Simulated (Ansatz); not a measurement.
TiC (rock salt)

```yaml
crystal:
  lattice:
    - [0.00000, 2.16652, 2.16652]
    - [2.16652, 0.00000, 2.16652]
    - [2.16652, 2.16652, 0.00000]
  atoms:
    - { symbol: C, position: [0.00000, 0.00000, 0.00000] }
    - { symbol: Ti, position: [0.50000, 0.50000, 0.50000] }
```

Equation-of-state scan: isotropic scaling of the cell above, V₀ being its volume. Symmetry pins the atoms to their sites.

Method: PBE (plane waves to 420 eV, PAW, scalar-relativistic; Ansatz, an electronic-structure program). k mesh 18×18×18 (Γ-centred), Fermi-Dirac smearing 0.05 eV. Energies are smeared free energies. TiC is run without spin polarisation. TiC was relaxed with its symmetry unable to fall. The zero of ΔE is the relaxed starting cell.

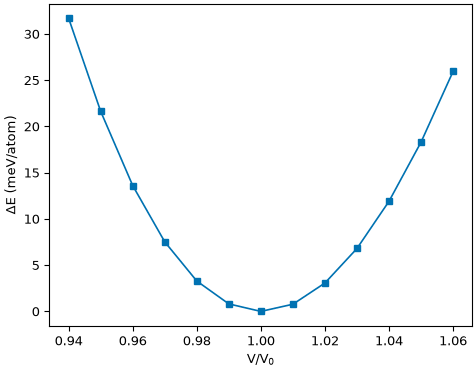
Figure: ΔE (meV/atom) against V/V₀; markers are the computed points, lines only join them.

Problem. What is ΔE at V/V₀ = 0.940?

Solution. About 32 meV/atom.

Problem. What bulk modulus B₀ follows from a third-order Birch-Murnaghan fit?

Solution. About 250 GPa.

Problem. What is ΔE at V/V₀ = 1.060?

Solution. About 26 meV/atom.

(Under strain, the slope of the energy per volume gives the stress and its curvature an elastic modulus.)
